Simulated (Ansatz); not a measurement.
**H5PSi···HF: density, localisation and related maps**

Input file:

```
crystal:
  periodic: [false, false, false]
  atoms:
    - { symbol: Si, position_ang: [0.0, 0.0, 0.0] }
    - { symbol: F, position_ang: [0.0, 0.0, 1.94] }
    - { symbol: H, position_ang: [1.3768, 0.0, -0.4862] }
    - { symbol: H, position_ang: [-0.6877, 1.1914, -0.4862] }
    - { symbol: H, position_ang: [-0.6877, -1.1914, -0.4862] }
    - { symbol: P, position_ang: [-2.3535, 0.0, 0.782] }
    - { symbol: H, position_ang: [-3.1199, -0.8853, -0.0213] }
    - { symbol: H, position_ang: [-2.4033, -0.4268, 2.1354] }
    - { symbol: H, position_ang: [-1.1633, 0.0, 1.8666] }
basis:
  gaussian: { orbitals: def2-SVP }
hamiltonian:
  xc: revpbe
relax:
  f_tol: 0.15
  max_steps: 25
  restrain:
    - { distance: [0, 5], at: 2.18, k: 30.0 }
    - { distance: [8, 1], at: 0.92, k: 30.0 }
    - { distance: [0, 1], at: 2.79, k: 30.0 }
    - { distance: [8, 5], at: 2.62, k: 30.0 }
output:
  orbitals: {}
```

Command:

```sh
ansatz run input.yaml --threads 1 --pin off --max-ram 2048MiB --backend cpu --events-out ev --progress --plain --runs-dir out
```

The fields are those of the run's last geometry, not of the input's.

Not at a stationary point (largest force 1.2 eV/Å).

Method: RKS revPBE/def2-SVP (Ansatz).

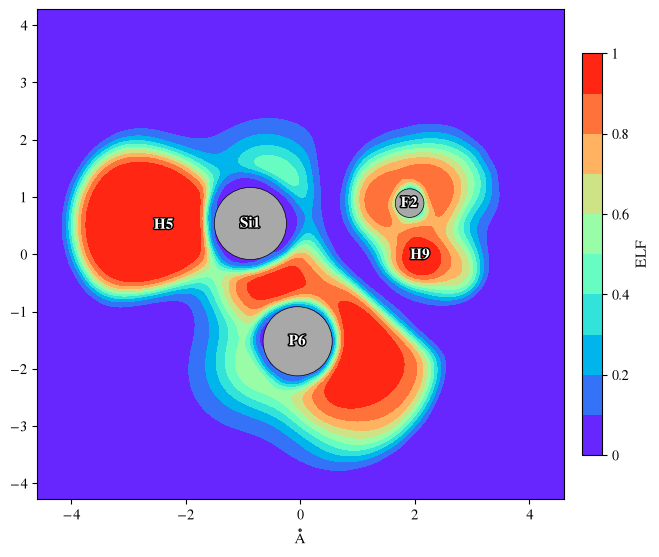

Figure 1. Electron localisation function on the plane of atoms H5, Si1 and P6. Grey discs cover the atomic cores.

### Read the bonding off the picture.

The plane passes through Si, F, H and P nuclei.
Si1···F2 (2.80 Å): the ELF dips to about 0.05 between them.
Si–P (2.22 Å): the ELF peaks at about 0.95 between the atoms: a covalent bond.
F–H (0.93 Å): the ELF climbs to about 1 towards the hydrogen, as it does in any bond to H; an ordinary covalent bond to hydrogen.
Si–H (1.51 Å): the ELF climbs to about 1 towards the hydrogen.
The ELF also peaks beside P6 and F2, away from the bonds: lone-pair regions.

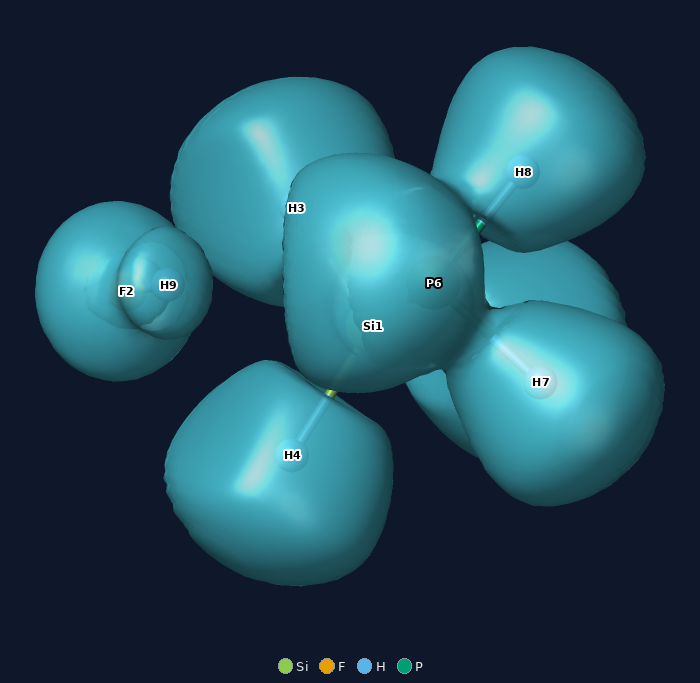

Figure 2. Isosurface of the ELF at 0.75 (cyan), seen from one side. Core shells and regions of very low density are left out.

### Identify the bonds, lone pairs and shells in this picture.

At this value the surface marks out three regions around hydrogen nuclei, one joined region spread over several atoms (F, H), in which their bonds and any lone pairs are merged and one joined region spread over several atoms (H, P), in which their bonds and any lone pairs are merged.

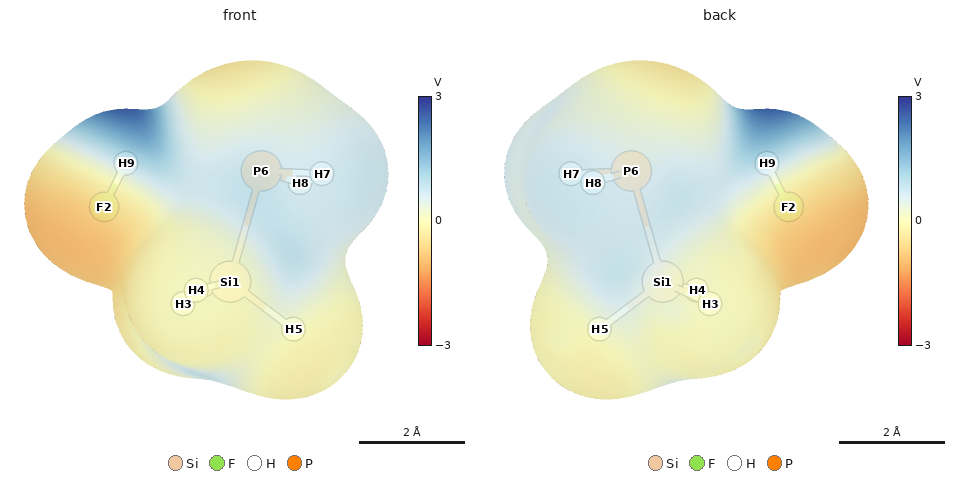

Figure 3. The electrostatic potential painted on the density surface at 0.002 e/bohr³, seen from the front and from behind; the colour scale runs from red (negative) to blue (positive).

### Describe the electrostatic potential map.

The most negative region (about −1.0 V, or −23 kcal/mol for a unit charge) lies over F2, the most positive (about +2.5 V, or +58 kcal/mol for a unit charge) over H9.

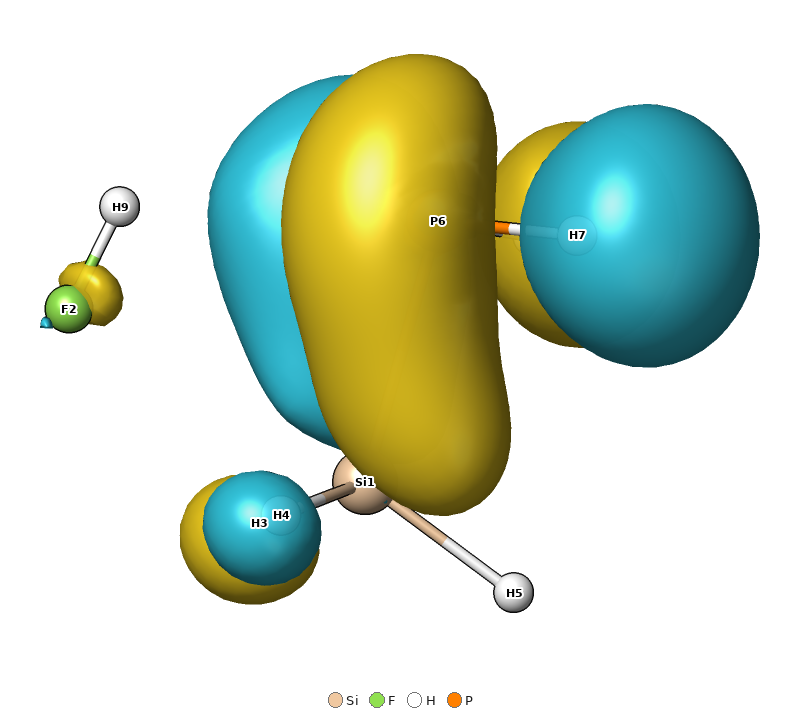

Figure 4. The LUMO at ±0.1 Å⁻³ᐟ² (yellow and cyan are the two phases), seen across its widest extent.

### Describe this orbital and give its energy.

By Hirshfeld shares it lies mainly on P6 (about 50 %), H7 (about 20 %), Si1 (about 15 %) and H8 (about 10 %). Its energy is −0.36 eV.
